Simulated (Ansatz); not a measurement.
# Molecular dynamics of Si4H10O4 (part 2 of 2)

The same run, continued: Si4H10O4; RKS PBE-D4/STO-3G (Ansatz 0.2.0). It belongs to a series of runs on one base structure; here: dynamics from the start.

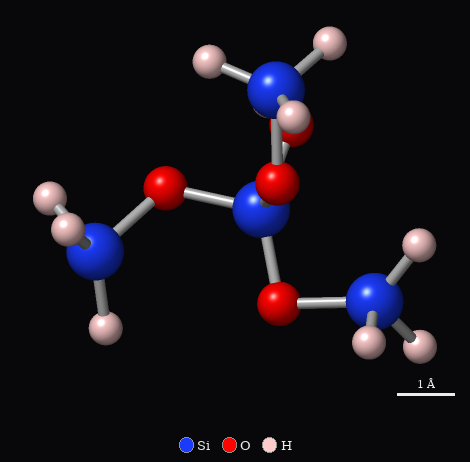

*The geometry at step 55 of the log (ball-and-stick view, seen at a tilt).*

### Trajectory as extended XYZ (Å, eV, eV/Å), 12 of the 101 frames kept, from step=0 to step=100
```
18
Properties=species:S:1:pos:R:3:forces:R:3 step=0 time_fs=0.0 energy=-39359.98583 temperature=1888.9
Si   -0.2675   -0.1628    0.3252    0.0203  -0.0208  -0.0196
O    -0.0713   -0.3066    2.0282   -0.0288   0.0750   0.0100
H    -0.5180    0.5600    2.3742    0.0226  -0.0559  -0.0251
O     1.1477    0.2199   -0.5357    0.0398  -0.0838   0.0132
Si    1.9943   -1.1573   -1.1392   -0.0466  -0.0493  -0.0462
H     1.3730   -1.7202   -2.3435    0.0521   0.0430   0.1052
H     3.3109   -0.6489   -1.5084   -0.0307  -0.0131   0.0027
H     2.1734   -2.2324   -0.1578   -0.0156   0.0818  -0.0667
O    -1.3678    1.1211    0.1543   -0.0289   0.0187   0.0203
Si   -1.9977    1.3999   -1.4189   -0.0058  -0.0166  -0.0419
H    -2.9199    0.3371   -1.8265    0.0290   0.0228   0.0145
H    -2.7345    2.6542   -1.3358    0.0135  -0.0213  -0.0005
H    -0.9631    1.5140   -2.4482   -0.0148   0.0002   0.0300
O    -0.7199   -1.6897   -0.2867   -0.0192   0.0245   0.0100
Si   -1.5708   -2.6999    0.8181   -0.0031  -0.0181   0.0174
H    -0.6925   -3.2868    1.8303   -0.0168   0.0110  -0.0194
H    -2.6670   -2.0095    1.4996    0.0205  -0.0179  -0.0182
H    -2.1267   -3.7780    0.0090    0.0127   0.0198   0.0142
18
Properties=species:S:1:pos:R:3:forces:R:3 step=9 time_fs=4.5 energy=-39358.25767 temperature=1564.5
Si   -0.2441   -0.1313    0.3458    1.1775  -3.6313  -2.4193
O    -0.1567   -0.3743    1.9885    0.8142  -1.7602   0.6243
H    -0.3978    0.5391    2.2730   -0.6039   2.0559   1.4771
O     1.1000    0.2186   -0.6221    0.4473   0.4116  -0.0711
Si    1.9920   -1.1788   -1.0961    2.5753   0.0941   0.4710
H     1.4710   -1.7128   -2.3998    0.3997   0.0857   0.7942
H     3.6037   -0.7628   -1.2684   -3.2894  -0.6595   0.1885
H     1.9616   -2.1264    0.0843    0.1284   0.2229  -1.1690
O    -1.3200    1.0515    0.1623   -1.7845   2.4025  -0.6717
Si   -1.9647    1.4083   -1.3854   -0.3758  -0.6061  -2.3718
H    -2.7650    0.1260   -1.9166    0.7713   2.1494   1.0528
H    -2.7178    2.7247   -1.1979    0.4229  -1.4743  -0.1904
H    -0.9909    1.6233   -2.6027   -0.9057  -0.1323   1.9047
O    -0.7148   -1.6789   -0.3346    0.3512  -0.0423   1.1110
Si   -1.5717   -2.7020    0.8198   -1.0017  -0.6687  -3.2881
H    -0.9582   -3.4577    1.8604    0.7256   0.1178   0.9686
H    -2.6962   -1.8866    1.1864   -0.5190   0.0673   0.8367
H    -2.1553   -3.8465   -0.0333    0.6666   1.3674   0.7524
18
Properties=species:S:1:pos:R:3:forces:R:3 step=18 time_fs=9.0 energy=-39357.91508 temperature=1723.5
Si   -0.1793   -0.1351    0.3373   -0.1276  -3.6060  -2.4086
O    -0.2180   -0.4651    1.9850    0.1603   3.0460   1.7566
H    -0.3828    0.6039    2.2349    0.2007  -2.5928   0.4093
O     1.0892    0.1953   -0.7135    1.3699   0.2314  -0.5059
Si    2.0217   -1.2493   -1.0720   -0.8592  -0.4864   2.4376
H     1.7164   -1.7318   -2.4222   -0.3070  -0.3603   0.2977
H     3.4589   -1.0083   -1.1337    0.0166   0.4044   0.1407
H     1.7689   -2.1072    0.2409    0.7044   0.4911  -2.3205
O    -1.2932    1.0321    0.1896   -1.5505   2.4527  -0.7615
Si   -1.9613    1.4242   -1.3652   -0.4413  -1.3656   2.8866
H    -2.5314    0.2100   -1.8565   -1.0953  -0.4608  -0.1303
H    -2.7237    2.6084   -1.1981   -1.0401   0.4694   0.3004
H    -1.1441    1.7296   -2.3856    2.7397   0.9347  -2.3944
O    -0.6898   -1.6673   -0.3869    0.0234  -0.8388   1.6638
Si   -1.5734   -2.7427    0.7700   -2.6322   2.4304  -0.9182
H    -1.2011   -3.4468    2.0184    0.5886   0.6745  -0.2327
H    -2.8652   -1.8478    1.0391    1.8787  -1.4477   0.0972
H    -2.1374   -3.8366   -0.0129    0.3710   0.0238  -0.3177
18
Properties=species:S:1:pos:R:3:forces:R:3 step=27 time_fs=13.5 energy=-39357.89374 temperature=1780.2
Si   -0.1187   -0.1632    0.3140   -2.3508  -1.4856  -1.6390
O    -0.2628   -0.4860    1.9683    1.2596  -2.5272  -0.2187
H    -0.4119    0.4416    2.2249   -0.7476   2.9575   1.8392
O     1.0920    0.1939   -0.8069    1.6422  -0.9227   0.0719
Si    2.0414   -1.3346   -1.0277   -1.8116   2.3959  -1.2484
H     1.8370   -1.6416   -2.4473   -0.3022  -0.7421   0.3656
H     3.4065   -1.0663   -0.9731    1.8058   0.7624   0.1314
H     1.8663   -2.1876    0.0751   -0.3828  -1.4566   0.6602
O    -1.3089    1.0636    0.2438   -0.2665   0.7338  -1.1024
Si   -1.9898    1.4646   -1.3283    2.8720  -0.9356  -2.1458
H    -2.6152    0.2908   -1.9837   -0.2461   0.3530   0.6162
H    -2.8518    2.5834   -1.1861   -0.7705   0.5574   0.3713
H    -0.9900    1.8665   -2.5301   -1.2373  -0.4501   2.2830
O    -0.6752   -1.6709   -0.3912    0.2192  -1.1201   1.0622
Si   -1.5973   -2.7817    0.6902    0.3846   1.3158   0.9813
H    -1.3988   -3.2965    2.1227    0.7981   0.5241  -1.4516
H    -2.7922   -2.0767    0.8806   -1.3580   1.1543   0.4481
H    -2.1879   -3.8605   -0.0096    0.4920  -1.1142  -1.0244
18
Properties=species:S:1:pos:R:3:forces:R:3 step=36 time_fs=18.0 energy=-39357.27303 temperature=1620.6
Si   -0.0684   -0.2059    0.2997   -3.5280   1.0330  -2.4641
O    -0.2632   -0.5213    1.9102    0.4651   1.1669   3.4516
H    -0.3994    0.4373    2.3861    0.2205  -1.7470  -0.9303
O     1.1046    0.1838   -0.9033    1.1048  -1.5774   1.4956
Si    2.0587   -1.3828   -0.9704    2.2423   1.1808  -1.0908
H     1.8035   -1.5348   -2.4462    0.2548  -0.9888   1.0191
H     3.6387   -1.0913   -0.8814   -2.6117  -0.0669  -0.0642
H     1.9713   -2.5342    0.0354   -0.4636   0.9755  -1.0672
O    -1.3329    1.0740    0.2858    0.8577  -0.4869  -1.5592
Si   -1.9714    1.5108   -1.3066    0.6135   0.2000  -2.3022
H    -2.8148    0.4161   -2.0133    1.1487   0.9037   0.9447
H    -2.9839    2.5913   -1.0964    0.7712  -0.4351   0.1271
H    -0.8883    2.0461   -2.4939   -1.9531  -1.0509   2.5409
O    -0.6700   -1.7118   -0.3578    0.8005  -0.6256   0.5604
Si   -1.6307   -2.8049    0.6513   -2.8019   1.7108  -0.6710
H    -1.4905   -3.1893    2.0713    0.8990  -0.1283  -0.4454
H    -2.9257   -2.0006    0.7780    1.0260  -0.7461  -0.0990
H    -2.0910   -3.9713   -0.1857    0.9542   0.6823   0.5541
18
Properties=species:S:1:pos:R:3:forces:R:3 step=45 time_fs=22.5 energy=-39357.14031 temperature=1653.8
Si   -0.0284   -0.2181    0.2656   -4.8668   0.8016  -1.1586
O    -0.2550   -0.5291    1.8865    1.0457  -2.3554   1.2995
H    -0.4031    0.2536    2.4910   -0.0086   1.3979   0.0960
O     1.1193    0.1531   -0.9817    0.6484  -1.5266   1.8099
Si    2.0912   -1.3950   -0.9314   -0.5727  -0.3340   0.1953
H     1.8302   -1.6997   -2.2844    0.2209  -0.8979  -1.2135
H     3.4583   -0.9882   -0.7944    0.6356   0.3492   0.0767
H     2.0415   -2.7098   -0.1124   -0.4124   1.7210  -0.5539
O    -1.3418    1.0581    0.3086    1.5263  -1.2364  -2.3853
Si   -1.9553    1.5313   -1.3318   -0.2094   0.3860   4.6855
H    -2.8689    0.6485   -1.9102   -0.3427  -1.6190  -1.3600
H    -2.9325    2.4440   -0.7960   -0.1485   0.8892  -0.2615
H    -1.0032    2.2348   -2.0808    0.9716   0.4523  -1.3220
O    -0.6636   -1.7940   -0.3373    1.5033   0.9996   0.3802
Si   -1.6879   -2.8211    0.6375   -1.9399   4.4095  -0.6795
H    -1.3699   -3.1143    2.0005    0.5481  -0.6752   0.6021
H    -2.9730   -1.8202    0.8163    1.7335  -2.2528  -0.3949
H    -1.8282   -3.9352   -0.2720   -0.3322  -0.5090   0.1839
18
Properties=species:S:1:pos:R:3:forces:R:3 step=55 time_fs=27.5 energy=-39355.84853 temperature=1462.5
Si   -0.0221   -0.2181    0.2126   -5.7049  -0.5033   0.4865
O    -0.2195   -0.5538    1.8463    0.8210  -1.0571   2.4731
H    -0.4640    0.1958    2.5341    0.4545   0.0623  -1.4415
O     1.1091    0.0949   -1.0154    1.4111  -1.5854   0.5903
Si    2.1265   -1.4168   -0.8819    0.7990   1.5643  -2.4766
H     2.0140   -2.0892   -2.1744    0.2827   0.7454  -0.4804
H     3.5119   -0.8517   -0.6972   -0.9173  -0.5718  -0.0229
H     1.9797   -2.6527   -0.2207   -0.3132  -0.5471   1.9733
O    -1.3216    1.0435    0.3036    2.2434  -2.0616  -2.5604
Si   -1.9176    1.5511   -1.3430    0.4052   2.5486   5.6137
H    -2.9292    0.7209   -1.9035   -0.0599  -0.8049  -1.2394
H    -2.7226    2.3977   -0.3476   -0.1277   0.4558  -2.4605
H    -0.8190    2.3742   -1.9706   -1.0355  -0.8032  -0.4432
O    -0.6490   -1.8623   -0.3278    1.7753   2.4788  -0.1812
Si   -1.7560   -2.8191    0.6095    4.3858   1.5470   0.7215
H    -1.2093   -3.0207    1.9738   -0.1647  -0.9598  -0.5024
H    -2.7678   -1.9630    0.9058   -3.1876   1.1964   0.1693
H    -1.6985   -3.8180   -0.3848   -1.0674  -1.7044  -0.2193
18
Properties=species:S:1:pos:R:3:forces:R:3 step=64 time_fs=32.0 energy=-39355.43160 temperature=1576.3
Si   -0.0387   -0.2419    0.1705   -4.4102  -2.0434   1.1335
O    -0.1828   -0.6104    1.8229    1.7349  -3.0673  -0.3989
H    -0.3694    0.1936    2.3320   -0.5252   2.9688   1.4238
O     1.1188    0.0277   -1.0340    1.7841  -1.3866   0.4350
Si    2.2047   -1.4326   -0.8621   -0.8184  -1.6943  -1.2385
H     2.1620   -2.1754   -2.1268    0.2478   1.0350  -0.5467
H     3.5545   -0.9067   -0.6623   -0.1041  -0.0686   0.2072
H     1.9682   -2.8007   -0.1858    0.1412   2.0746   0.7114
O    -1.2787    1.0262    0.2961    2.4436  -2.3433  -2.4131
Si   -1.8467    1.5504   -1.3255   -0.9950   1.2333   1.9650
H    -2.8756    0.5746   -2.1624    1.9939   1.6259   1.3450
H    -2.4823    2.3945   -0.1648   -0.8974   0.7321  -3.2671
H    -0.7238    2.3083   -2.1825   -1.8020  -1.2624   1.0508
O    -0.6011   -1.8972   -0.3028    1.2449   2.7091  -0.8501
Si   -1.7734   -2.7851    0.5724    2.5259   0.9143   0.9966
H    -1.0746   -3.0436    1.9377   -1.2409  -0.5544  -1.3876
H    -2.9403   -1.9156    0.8988   -0.1192  -0.8441  -0.4184
H    -1.6853   -3.8629   -0.4786   -1.2038  -0.0285   1.2523
18
Properties=species:S:1:pos:R:3:forces:R:3 step=73 time_fs=36.5 energy=-39356.74555 temperature=2047.0
Si   -0.0652   -0.2450    0.1207   -2.4396  -3.3304   1.6430
O    -0.1615   -0.6641    1.8188    0.9318   2.3968   0.7551
H    -0.2790    0.3310    2.2215    0.1209  -1.6016  -0.2065
O     1.1522   -0.0415   -1.0512    1.0739  -0.8074   0.8479
Si    2.2486   -1.4697   -0.8672   -2.5389  -1.2681   1.9579
H     2.2196   -1.9760   -2.1368    0.1947  -0.9451  -2.5357
H     3.5059   -0.9489   -0.6170    1.9084   0.8592   0.4952
H     2.0855   -2.7898    0.0100   -0.0409   2.3849  -0.8604
O    -1.2440    1.0034    0.3004    0.8214  -0.4932  -2.4676
Si   -1.7601    1.5668   -1.3070   -3.0024  -1.9172   1.4138
H    -2.6768    0.6129   -2.2264    1.2759   1.3659   1.8917
H    -2.4105    2.6391   -0.6059   -0.9612   0.8962  -0.9506
H    -0.8499    2.0361   -2.2288    1.9432   0.8271  -1.2039
O    -0.5654   -1.9059   -0.2881    0.7033   2.4022  -1.5456
Si   -1.7700   -2.7609    0.5406   -3.1242   2.1500  -3.2982
H    -1.1616   -3.0337    1.6783    1.4322  -1.6721   4.2277
H    -3.2038   -2.0231    0.9096    2.4494  -1.4120  -0.9279
H    -1.7794   -3.9176   -0.3986   -0.7480   0.1647   0.7641
18
Properties=species:S:1:pos:R:3:forces:R:3 step=82 time_fs=41.0 energy=-39357.13692 temperature=2428.9
Si   -0.1138   -0.2420    0.0781    0.4163  -3.4890   1.8393
O    -0.1690   -0.7138    1.8053    0.9457   2.6169  -0.5904
H    -0.2278    0.2864    2.1590   -0.0414  -0.9762   0.5318
O     1.1958   -0.0792   -1.0704   -0.1682  -0.3930   1.4151
Si    2.2758   -1.4949   -0.8681    1.1174   2.8958  -2.1620
H     2.3797   -1.8802   -2.3054   -0.0295  -0.5833   0.9294
H     3.6122   -0.9624   -0.4808   -0.5294   0.2232  -0.5441
H     2.2104   -2.3974    0.1852   -1.0181  -1.7542   1.0944
O    -1.2266    1.0066    0.3030   -0.7856   1.2230  -1.7323
Si   -1.7070    1.5820   -1.2886    2.2809   5.9823   1.3457
H    -2.3951    0.8207   -2.0763   -3.5381  -3.9453  -2.4892
H    -2.4803    2.9533   -1.3314    1.1035  -2.0097   0.7205
H    -0.6239    1.7985   -2.2832    0.2305   0.1271   0.9783
O    -0.5177   -1.8712   -0.2971   -0.6416   0.2318  -2.1631
Si   -1.7818   -2.7157    0.4913    3.9311  -1.2487   2.5834
H    -1.0888   -3.0652    1.7986   -1.0047   0.2648  -0.6798
H    -3.0246   -2.2151    0.8331   -1.9501   1.1955   0.0402
H    -1.8981   -4.0563    0.0079   -0.3189  -0.3609  -1.1173
18
Properties=species:S:1:pos:R:3:forces:R:3 step=91 time_fs=45.5 energy=-39354.88628 temperature=1393.4
Si   -0.1607   -0.2554    0.0413    3.2299  -2.6758   1.5191
O    -0.1975   -0.7476    1.7571    0.8554   1.5230  -0.9363
H    -0.1940    0.1960    2.1746   -0.0844   0.1719   0.7898
O     1.2575   -0.1099   -1.0663   -1.6597   0.2573   1.6517
Si    2.2967   -1.5184   -0.8836    1.9212   2.5504   0.9539
H     2.4738   -1.8514   -2.3076   -0.0870  -1.0867   0.5217
H     3.6305   -0.9603   -0.4204   -0.6642   0.1885  -1.2548
H     2.2914   -2.1771    0.4189   -1.2656  -1.3987  -0.4672
O    -1.1992    0.9999    0.2663   -1.5515   2.5104  -0.3848
Si   -1.6683    1.6274   -1.2737   -1.4543  -0.1701  -7.2713
H    -2.5474    0.4843   -2.1454    1.3312   2.0208   2.3107
H    -2.3468    2.9997   -1.9333    0.9488  -2.1070   2.5662
H    -0.4961    1.6096   -2.3063   -0.8329   0.0456   1.7992
O    -0.4871   -1.8422   -0.3337   -1.8366  -2.1060  -2.0359
Si   -1.7802   -2.7009    0.4538    1.9189  -4.4862   4.2766
H    -1.1816   -3.0929    1.9777   -1.1682   0.9944  -2.8724
H    -3.1297   -2.2624    0.8033    0.0028   0.7622  -0.6753
H    -1.9578   -4.2815    0.0943    0.3962   3.0062  -0.4909
18
Properties=species:S:1:pos:R:3:forces:R:3 step=100 time_fs=50.0 energy=-39355.88551 temperature=2011.2
Si   -0.1684   -0.2796    0.0302    2.5962  -2.2578   0.7600
O    -0.2299   -0.7913    1.6878    0.9814   1.6843   0.8526
H    -0.0887    0.0659    2.2797   -0.1695  -0.4836  -0.3286
O     1.2674   -0.1491   -1.0253   -1.6550   0.7495   1.0519
Si    2.3245   -1.5156   -0.8819   -0.6623   0.7250   4.6618
H     2.4446   -2.0752   -2.1457    0.1764  -1.3537  -1.5840
H     3.5540   -0.9141   -0.4502    0.9341   0.4064  -0.5971
H     2.1662   -2.2886    0.4786   -0.3395   0.1726  -2.2517
O    -1.1708    1.0121    0.2286   -1.4234   2.4894   0.8108
Si   -1.6619    1.6640   -1.2876    0.4198  -4.2041  -4.3800
H    -2.4533    0.5008   -1.9739    0.4011   1.4045   1.2897
H    -2.1816    2.7263   -2.0985   -0.6160   1.6265   1.2033
H    -0.4614    1.3932   -2.1028    0.0750   0.5430   0.1977
O    -0.4859   -1.8656   -0.3929   -2.2194  -2.4482  -1.6050
Si   -1.7771   -2.7610    0.4572   -0.3599   4.5356   3.5378
H    -1.2016   -2.9853    1.8219   -0.4757   0.2948  -0.5569
H    -3.2543   -2.1087    0.7712    2.7400  -0.8551  -1.0246
H    -1.9913   -4.0737    0.2301   -0.4033  -3.0289  -2.0377
```

The run was set up as follows.

### Input file
```yaml
crystal:
  periodic: [false, false, false]
  atoms:
    - { symbol: Si, position_ang: [-0.26746, -0.162823, 0.325167] }
    - { symbol: O, position_ang: [-0.071262, -0.306631, 2.028197] }
    - { symbol: H, position_ang: [-0.518001, 0.559969, 2.374156] }
    - { symbol: O, position_ang: [1.147734, 0.219851, -0.53571] }
    - { symbol: Si, position_ang: [1.994344, -1.157252, -1.139195] }
    - { symbol: H, position_ang: [1.373046, -1.720239, -2.34353] }
    - { symbol: H, position_ang: [3.310917, -0.648864, -1.508407] }
    - { symbol: H, position_ang: [2.173434, -2.232432, -0.157799] }
    - { symbol: O, position_ang: [-1.367772, 1.121087, 0.15434] }
    - { symbol: Si, position_ang: [-1.9977, 1.399856, -1.418945] }
    - { symbol: H, position_ang: [-2.919887, 0.337129, -1.826496] }
    - { symbol: H, position_ang: [-2.734533, 2.654227, -1.335771] }
    - { symbol: H, position_ang: [-0.963057, 1.513984, -2.448208] }
    - { symbol: O, position_ang: [-0.719911, -1.689731, -0.286725] }
    - { symbol: Si, position_ang: [-1.570764, -2.699901, 0.818106] }
    - { symbol: H, position_ang: [-0.692522, -3.286795, 1.830342] }
    - { symbol: H, position_ang: [-2.666967, -2.009534, 1.499554] }
    - { symbol: H, position_ang: [-2.126739, -3.778, 0.009025] }
basis:
  gaussian: { orbitals: STO-3G }
hamiltonian:
  xc: pbe
  dispersion: d4
md:
  timestep: 0.5
  n_steps: 100
  ensemble: nvt_langevin
  temperature: 2000.0
  initial_velocities: maxwell_boltzmann
  seed: 189276
  friction: 0.05
```

Run as:
```bash
ansatz run input.yaml --threads 1 --pin off --max-ram 2048MiB --backend cpu --events-out ev --progress --plain --runs-dir out
```

### Results in brief

```csv
quantity,value
outcome,finished
mean temperature over the second half,1786 K
trajectory,"100 steps, 50 fs"
ensemble,nvt_langevin
temperature in the input,2000.0 K
time step,0.5 fs
potential energy (last step),−39355.8855 eV
mean-field energy (last step),−39355.3197 eV
largest force (length of the vector) (last step),6.086 eV/Å
hardware,"1 thread of Arm Neoverse V2, 24 GiB of memory available, shared host"
wall time,9.7 min
peak memory,0.13 GiB
```

So short a trajectory is not equilibrated. The logged temperature at the start can lie below the typed one, since it is counted over all degrees of freedom.
